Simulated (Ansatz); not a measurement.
Br4Ni2

```xyz
6

Ni   -0.9654   -0.9640    0.3938
Ni    0.9841    0.9923   -0.2508
Br   -1.3964   -3.0645   -0.0987
Br   -1.0538    1.3638    0.6828
Br    1.1749    2.7303   -1.5863
Br    1.2565   -1.0579    0.8591
```

Geometry: PBE0-D4/def2-SVP.

These are results of RKS PBE0-D4/def2-TZVP in Ansatz 0.2.0, not measurements.

Q: What can the converged electron density and electron localisation function tell about the bonding?

A: Ni–Br (2.20 Å): ρ is about 0.71 e/Å³ halfway; the ELF peaks at about 0.75 in the valence shell of Br, 0.9 Å from its nucleus, and is about 0.60 at the midpoint.
Ni–Br (2.27 Å): ρ at the midpoint is about 0.61 e/Å³, with its minimum of 0.55 e/Å³ about 1.0 Å from Ni; the ELF peaks at about 0.75 in the valence shell of Br, 1.0 Å from its nucleus, and is about 0.60 at the midpoint.
Ni–Br (2.35 Å): the density is about 0.54 e/Å³ at the midpoint, with its minimum of 0.46 e/Å³ about 1.0 Å from Ni; the ELF peaks at about 0.80 in the valence shell of Br, 1.0 Å from its nucleus, and is about 0.55 at the midpoint.

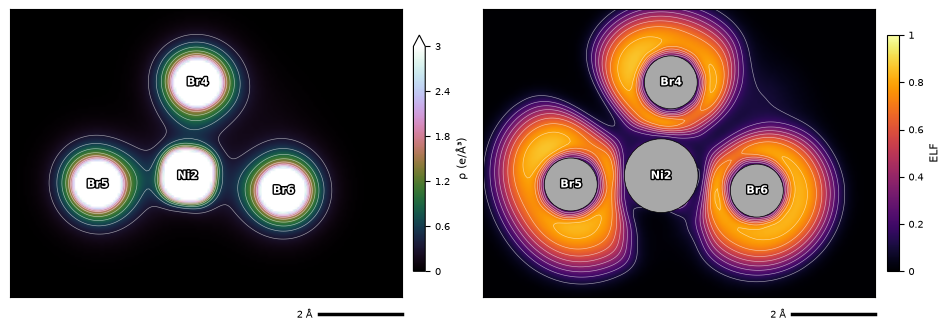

Computed electron density and electron localisation function on the plane of atoms Br4, Ni2 and Br5, in this order. Grey discs cover the atomic cores in the ELF map. 
